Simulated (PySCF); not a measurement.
**C6H13N3Si: density, localisation and related maps**

The calculation's input:

```
{"job": {"kind": "nmr", "xc": "PBE0", "basis": "pcSseg-1"}, "charge": 0, "multiplicity": 1}
C     -2.103595     0.815810    -0.711856
C     -1.345206    -0.189124     0.159622
C     -1.411499     0.205210     1.630932
C     -1.884919    -1.602564    -0.057604
N      0.042773    -0.173239    -0.258387
N      0.422866    -0.695099    -1.400150
C      1.721340    -0.454547    -1.458435
C      2.102347     0.241164    -0.300487
Si     3.765908     0.885333     0.256096
N      0.996017     0.396388     0.426924
H     -1.712084     1.819127    -0.559051
H     -1.992573     0.553753    -1.761301
H     -3.159794     0.811561    -0.457413
H     -2.446815     0.218508     1.960488
H     -0.856330    -0.505091     2.238098
H     -0.977062     1.189604     1.779739
H     -2.937108    -1.644593     0.210228
H     -1.769926    -1.887866    -1.099878
H     -1.338397    -2.313928     0.557659
H      2.316519    -0.772180    -2.289559
H      4.540441    -0.210648     0.847589
H      3.560086     1.953799     1.230384
H      4.462258     1.385605    -0.933558
```

Launched as:

```sh
OMP_NUM_THREADS=1 python probes_run.py task.json out
```

Geometry: GFN2-xTB.

These are results of PBE0/pcSseg-1, SCF density, gas phase, non-relativistic in PySCF, not measurements.

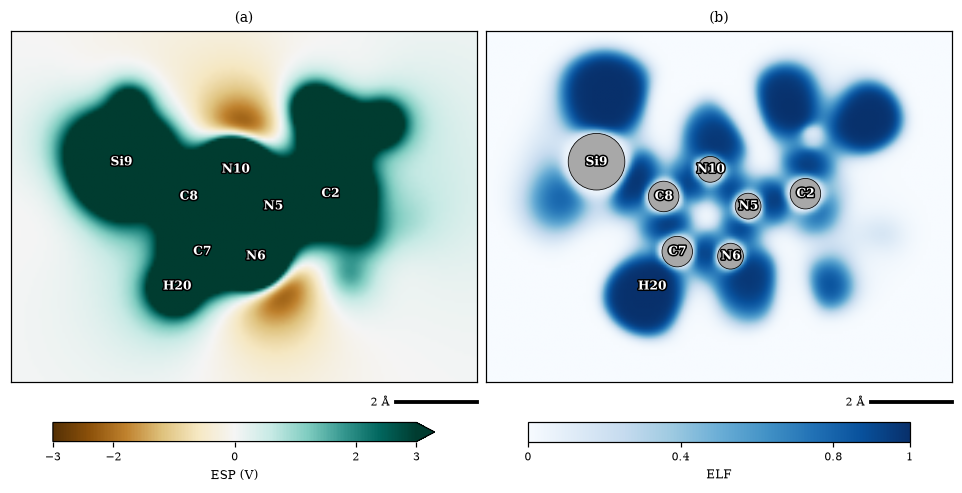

Figure 1. (a) electrostatic potential; (b) ELF on the plane of atoms C2, N5 and N10. Grey discs cover the atomic cores in the ELF map.

Q: What does the map show?

A: Atoms in the plane: C, N, Si and H.
N–N (1.30 Å): the ELF peaks at about 0.90 between the atoms, as expected for localised, covalent bonding.
C–N (1.32 Å): the ELF peaks at about 0.90 between the atoms, as expected for localised, covalent bonding.
C–C (1.40 Å): the ELF peaks at about 0.95 between the atoms: a covalent bond.
C–Si (1.87 Å): the ELF peaks at about 1 between the atoms (a shared electron pair).
C–H (1.07 Å): the ELF climbs to about 1 towards the hydrogen, as it does in any bond to H: a covalent bond by its length.
The ELF also peaks beside N6 and N10, away from the bonds: lone-pair regions.
Outside the dense part of the molecule the potential is most negative (−2.1 V) near N10.

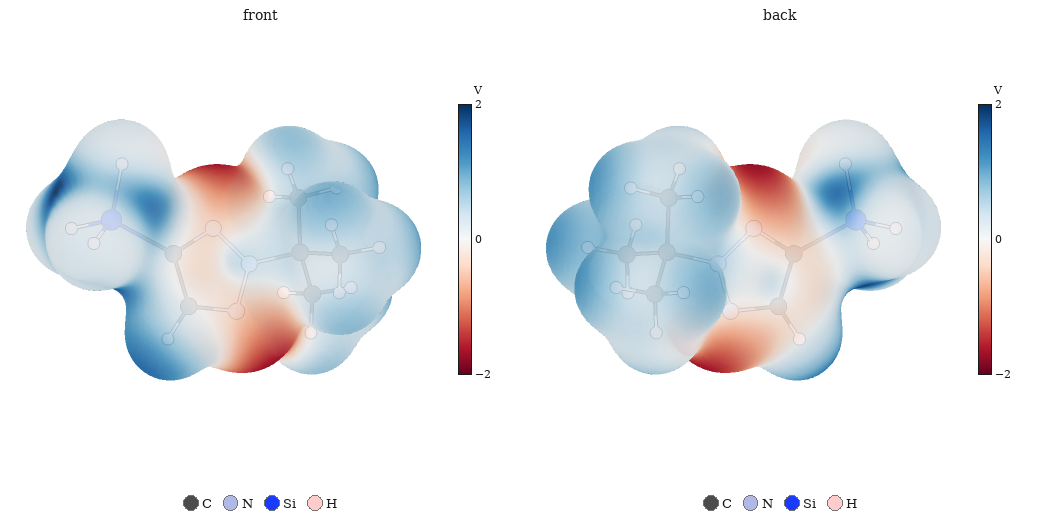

Figure 2. The molecular electrostatic potential painted on the density surface at 0.004 e/bohr³, seen from the front and from behind; red is negative and blue positive.

Q: Which sites attract a positive test charge, and which a negative one?

A: A positive charge is drawn to the negative regions and a negative charge to the positive ones. The most negative region (about −1.7 V) lies over N6 and N10, the most positive (about +1.8 V) over Si9.
